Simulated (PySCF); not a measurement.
## Electronic structure of C2H7ClSi (SMILES [SiH3]CCCl) in real space

```tsv
atom	x (Å)	y (Å)	z (Å)
Si	1.4795	0.1606	-0.0677
C	-0.2062	-0.5670	0.4125
C	-1.4031	0.0822	-0.2508
Cl	-1.4572	1.8505	0.0520
H	2.5419	-0.8233	0.3061
H	1.7590	1.4457	0.6334
H	1.5301	0.3784	-1.5463
H	-0.3060	-0.5181	1.5096
H	-0.2010	-1.6388	0.1466
H	-2.3542	-0.3240	0.1210
H	-1.3775	-0.0434	-1.3423
```

Geometry: PBE0-D3(BJ)/def2-SVP.

All numbers below come from PBE0/pcSseg-2, SCF density, gas phase, non-relativistic in PySCF 2.14.0.

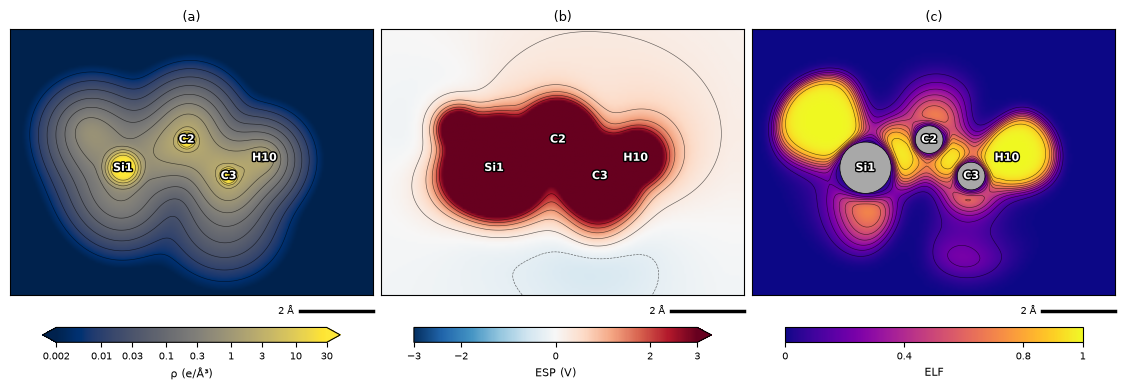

Figure 1. (a) electron density; (b) molecular electrostatic potential; (c) electron localisation function on the plane of atoms Si1, C2 and C3. Grey discs cover the atomic cores in the ELF map.

Read the bonding off the picture.

The section cuts through Si, C and H sites. C–C (1.51 Å): the density is about 1.7 e/Å³ at the midpoint; the ELF peaks at about 0.95 between the atoms; a covalent bond. C–Si (1.90 Å): ρ is about 0.93 e/Å³ halfway; the ELF peaks at about 0.95 between the atoms: a shared electron pair. C–H (1.10 Å): ρ is about 2 e/Å³ halfway; the ELF climbs to about 1 towards the hydrogen, as it does in any bond to H: a covalent bond by its length. Outside the dense part of the molecule the potential is most negative (−0.5 V) near Cl4, which lies off the plane.

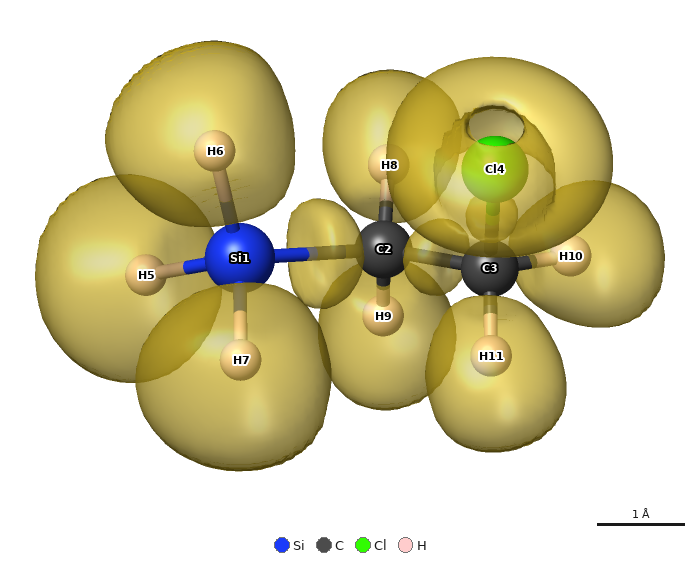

Figure 2. Isosurface of the ELF at 0.8 (yellow), seen from one side. Core shells and regions of very low density are left out.

What do the ELF domains correspond to?

At this value the surface marks out one region between bonded C–C atoms (shared pairs), one region between bonded C–Cl atoms (shared pairs), one region between bonded C–Si atoms (shared pairs), seven regions around hydrogen nuclei and one ring or bowl of non-bonding electrons around Cl.


 C–Cl (1.79 Å): the ELF peaks at about 0.85 between the atoms: localised, covalent bonding.

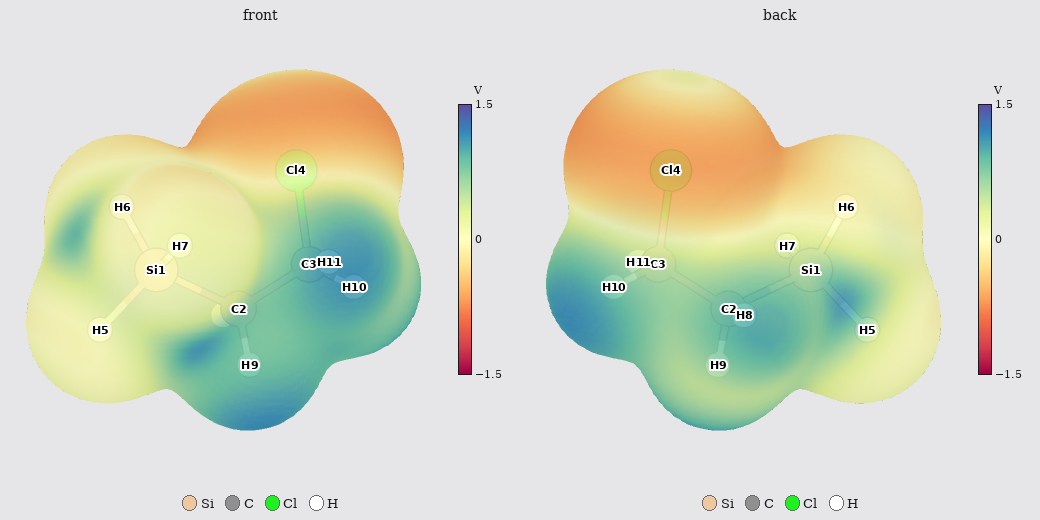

Figure 3. The molecular electrostatic potential painted on the density surface at 0.002 e/bohr³, seen from the front and from behind; red is negative and blue positive.

Describe the electrostatic potential map.

The most negative region (about −0.7 V, or −16 kcal/mol for a unit charge) lies over Cl4, the most positive (about +1.2 V, or +28 kcal/mol for a unit charge) over H9, H10 and H11.
